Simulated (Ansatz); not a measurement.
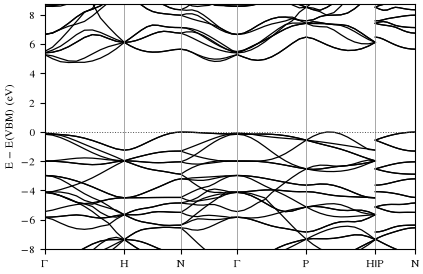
Figure: Band structure from DFT-r²SCAN in the program Ansatz with PAW potentials

### Question
Read off the gap and where the band edges lie.

### Answer
About 4.7 eV (4.74 eV by a search for the band edges); maximum on the P–H line, 33 % of the way from P, minimum on the Γ–H line, 45 % of the way from Γ.

The material is Si3N4 in space group I-43d (No. 220; N on 16c, Si on 12b).

The workflow started from an entry of the Crystallography Open Database (COD), which files this formula under 4 space groups. It is not the phase usual at ambient conditions (space group No. 176). Symmetry was held in the r²SCAN relaxation; its stability against distortions is not shown here.

Potentials: the later of the program's two PAW sets.
